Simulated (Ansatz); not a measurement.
# LiCu3S3: relaxing a made-up structure, part 2 of 2

This structure for LiCu3S3 is made up. Its elements were placed in a known structure type with a cell scaled to their sizes. What cell does the guess relax to, and how far off was it?

Ansatz 0.2.0; DFT, PBE, plane-wave PAW, files of the set soft_1, scalar-relativistic, ferromagnetic start, cell and ions relaxed at zero pressure; PAW set soft_1 (the session's first sound run).

So far: The starting structure; Relaxing cell and atoms. The relaxed cell has a = 4.779 Å (conventional setting).

## (3) Bands of the relaxed cell

With the geometry fixed, one more self-consistent run, with a narrower smearing and the mesh shown in its input, gives the bands, and its pressure, and its forces where symmetry allows any, show how far the geometry depends on these settings.

This step: DFT, PBE, plane-wave PAW, files of the set soft_1, scalar-relativistic, no spin, bands and density of states at the relaxed cell; PAW set soft_1 (Ansatz 0.2.0).

Input file input.yaml:

```yaml
crystal:
  lattice:
    - [4.7789282168, 0.0, 0.0]
    - [0.0, 4.7789282168, 0.0]
    - [0.0, 0.0, 4.7789282168]
  atoms:
    - { symbol: Cu, position: [0.5, 0.0, 0.0] }
    - { symbol: Cu, position: [0.0, 0.0, 0.5] }
    - { symbol: Cu, position: [0.0, 0.5, 0.0] }
    - { symbol: S, position: [0.0, 0.5, 0.5] }
    - { symbol: S, position: [0.5, 0.5, 0.0] }
    - { symbol: S, position: [0.5, 0.0, 0.5] }
    - { symbol: Li, position: [0.5, 0.5, 0.5] }
kpoints:
  mp_grid: { grid: [6, 6, 6] }
  band_path:
    path:
      - [[0.0, 0.0, 0.0], [0.0, 0.5, 0.0], [0.5, 0.5, 0.0], [0.0, 0.0, 0.0], [0.5, 0.5, 0.5], [0.0, 0.5, 0.0]]
      - [[0.5, 0.5, 0.0], [0.5, 0.5, 0.5]]
    npoints: 13
scf:
  occupations: { method: fermi_dirac, width: 0.03 }
  n_extra_bands: 11
hamiltonian:
  xc: pbe
  pseudopotentials: { kind: paw, azcp: { folder: soft_1 } }
output:
  forces: true
  stress: true
  write_bands: true
  dos: { projected: true }
  write_density: true
  write_potential: true
  elf: true
  volumetric_format: npy
```

Started as:

```
$ ansatz run input.yaml --threads 4 --pin off --max-ram 10240MiB --backend cpu --events-out ev --progress --plain --runs-dir out
```

Numbers of over 12 decimals in the logs are rounded to 6 here.

What it wrote:

```text
[...]
Crystal: 7 atoms, lattice volume = 109.142 Å³
Basis set: ecut = 420 eV, 2103 PW (Γ), exchange–correlation on 64×64×64 points (8 copies of the dense FFT grid, shifted against one another)
Bands: 50, of which v1, the nominal top of the filled ones, is band 39 counted from 1 (38 counted from 0)
Symmetry: 48 space group operations
[...]
k-points: 20 of 216
[...]
SCF iter   1: F=—  HF=-22788.957352 eV  |F-HF|=—  |Δ(HF+E_count)|=         —  Δρ=6.22e-2  dr2=4.74e0  ethr=3.10e-3  ⟨swp⟩=7.2  Hψ=4258  notcnv=0  defer=8
[...]
SCF iter   9: F=-22788.056924 eV  HF=-22788.056924 eV  |F-HF|=3.67e-10  |Δ(HF+E_count)|=   4.74e-8  Δρ=1.37e-6  dr2=1.33e-9  ethr=1.28e-10  ⟨swp⟩=16.8  Hψ=7722  notcnv=0
SCF 1 converged in 9 iterations: F = -22788.056924 eV  dr2 = 1.33e-9
[...]
NSCF: frozen V_eff on 80 k-points
SCF converged after 9 iterations
Free energy (F): -22788.056924 eV
[...]
Internal energy: -22788.042268 eV  (E = F + TS)
E sigma→0 (E₀):  -22788.049596 eV
Entropy (-TS):   -0.014657 eV (-2.094 meV/atom)
Fermi energy:    8.469233 eV
[...]
--- Stress (GPa, compression-positive) ---
       -0.011544       0.000000       0.000000
        0.000000      -0.011544       0.000000
        0.000000       0.000000      -0.011544
  P = ⅓ Tr σ = -0.0115 GPa (-0.115 kbar)
--- Band table (eV; the first three rows and the last of 20) ---
  k-point 0: bands = [... 35 lower, 6.8057, 6.8057, 7.7859, 7.7859, 7.7859, 9.0415, 11.1416, 11.1416, ... 7 higher]
  k-point 1: bands = [... 35 lower, 6.7861, 7.1382, 7.5843, 7.8094, 7.8094, 9.5347, 11.2661, 11.8459, ... 7 higher]
  k-point 2: bands = [... 35 lower, 6.7407, 7.3971, 7.4075, 7.9039, 7.9039, 10.1313, 11.8086, 13.6064, ... 7 higher]
  k-point 19: bands = [... 35 lower, 8.1537, 8.7732, 8.7732, 10.3297, 10.3297, 10.3297, 14.3460, 14.3460, ... 7 higher]
```

Run time: 5 s. Hardware: 4 threads of Arm Neoverse V2, shared host; peak memory 0.53 GiB.

Numbers from this step:

```yaml
free_energy: -22788.0569 eV
energy_at_zero_smearing: -22788.0496 eV
smearing_term_ts: 0.01466 eV
fermi_energy: 8.469 eV
pressure: -0.01154 GPa
```

From bands.tsv, the bands that come nearest the Fermi level along the path, at its corners, in eV from the Fermi level:

| point | band 36 | band 37 | band 38 | band 39 | band 40 | band 41 | band 42 | band 43 |
| --- | --- | --- | --- | --- | --- | --- | --- | --- |
| Γ | -1.66 | -1.66 | -0.68 | -0.68 | -0.68 | 0.57 | 2.67 | 2.67 |
| X | -1.70 | -1.12 | -0.99 | -0.50 | -0.50 | 1.81 | 3.82 | 5.64 |
| M | -0.93 | -0.93 | -0.88 | -0.20 | 1.64 | 2.76 | 4.30 | 5.45 |
| Γ | -1.66 | -1.66 | -0.68 | -0.68 | -0.68 | 0.57 | 2.67 | 2.67 |
| R | -0.32 | 0.30 | 0.30 | 1.86 | 1.86 | 1.86 | 5.88 | 5.88 |
| X | -1.70 | -1.12 | -0.99 | -0.50 | -0.50 | 1.81 | 3.82 | 5.64 |
| M | -0.93 | -0.93 | -0.88 | -0.20 | 1.64 | 2.76 | 4.30 | 5.45 |
| R | -0.32 | 0.30 | 0.30 | 1.86 | 1.86 | 1.86 | 5.88 | 5.88 |

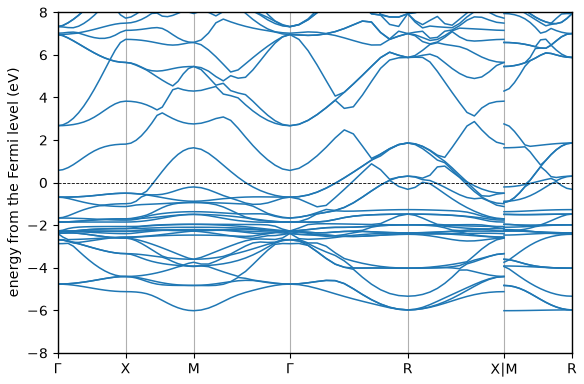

Bands along the path. 16 bands lie wholly below the window drawn.

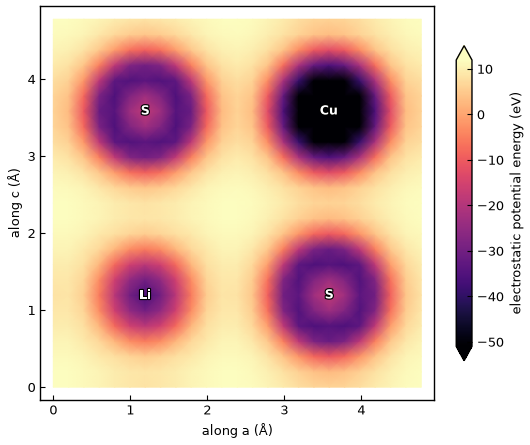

Electrostatic potential energy in the ac plane at fractional y = 0.500, with atoms of Cu and S and Li within 0.2 Å of it. With pseudopotentials it is smooth inside the atoms' cores, unlike the true potential. The map starts off the cell's origin, so that atoms lie inside it.

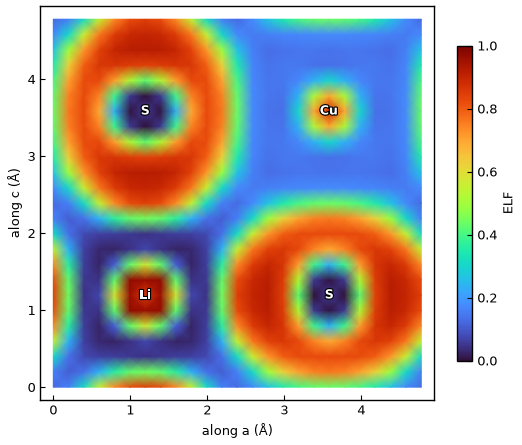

ELF in the ac plane at fractional y = 0.500, with atoms of Cu and S and Li within 0.2 Å of it. It is the smooth field of the valence electrons, not physical close to the nuclei. The map starts off the cell's origin, so that atoms lie inside it.

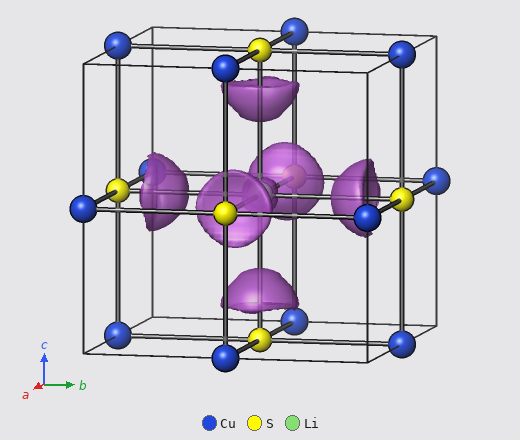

Surface of ELF = 0.85.

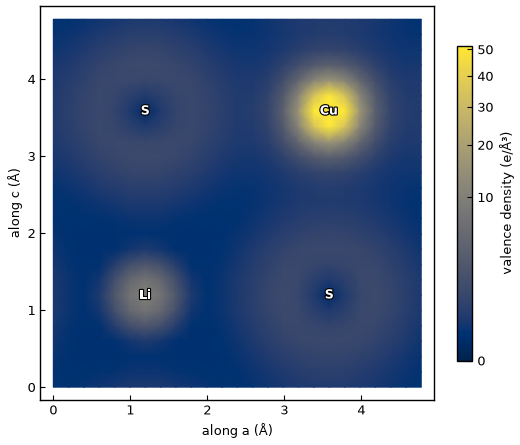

Valence density in the ac plane at fractional y = 0.500, with atoms of Cu and S and Li within 0.2 Å of it. It is the smooth field of the valence electrons, not physical close to the nuclei. The map starts off the cell's origin, so that atoms lie inside it. The colour scale is stretched toward low values.

## (4) What came out

| Quantity | Value |
| --- | --- |
| space group, relaxed | Pm-3m |
| conventional cell | a = 4.779, b = 4.779, c = 4.779 Å; α = 90.0°, β = 90.0°, γ = 90.0° |
| volume per atom | 15.59 Å³ (guess 16.35) |
| total moment | 0.00 μB in the cell of 7 atoms |

What this shows: LiCu3S3 relaxes to Pm-3m with a = 4.779, b = 4.779 and c = 4.779 Å. The guessed volume was 5 % too large. The space group Pm-3m was held in the relaxation, so the end point is a stationary structure within it and may be a saddle against distortions or other arrangements. The moments died out from this one start and weren't seeded again at the relaxed cell. Bands cross the Fermi level, so it is a metal or semimetal at this level. On the 6×6×6 mesh with the narrower smearing (relaxed on 6×6×6) the forces vanish, as symmetry may demand, and the largest stress component is 0.012 GPa, within the relaxation's thresholds of 0.015 eV/Å and 0.05 GPa. The cutoff wasn't tested. No dispersion term is used, so weakly bound directions may come out too long. Nothing here tests whether the compound is stable against decomposition.

[Logs are printed without paths, hosts, clocks, repeated set-up lines and the standing remarks that a program may print on its own settings, such as how far it seeks lower states.]

[Hosts, paths, dates, database ids (printed as entryN), source tags and the programs' standing remarks are cut or masked in the printed files.]
